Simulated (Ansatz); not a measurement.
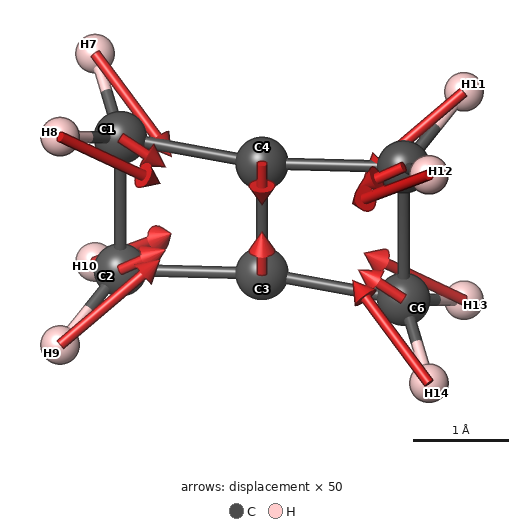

A relaxation of C$_{6}$H$_{8}$. The starting structure is drawn; red arrows show the displacements, magnified 50 times. The two geometries are superimposed by the best rigid fit.

Style: ball-and-stick. Shown at a tilt.

The start comes from PBE-D4/def2-SVP.

Method: Ansatz 0.2.0, RKS PBE0-D4/def2-TZVP. Settings: force threshold 0.005 eV/Å; at most 150 steps.

### Which element moves most?

Hydrogen: up to 0.028 Å, against 0.012 Å for carbon.

### What happened in the run?

Over 3 geometry steps the energy falls by 1.47 kcal/mol. Largest force component: 0.92 eV/Å at the start, 0.0017 eV/Å at the end. The largest moves after the best rigid fit, 0.028 Å, are those of H atoms. Largest moves by element: H 0.028 Å, C 0.012 Å. Some distances before and after: C–C 1.334 → 1.314 Å, C–H 1.111 → 1.093 Å, C–C 1.603 → 1.591 Å, C–C 1.530 → 1.520 Å. The run took 11 s on 4 threads of Intel Xeon 6975P-C (shared host).
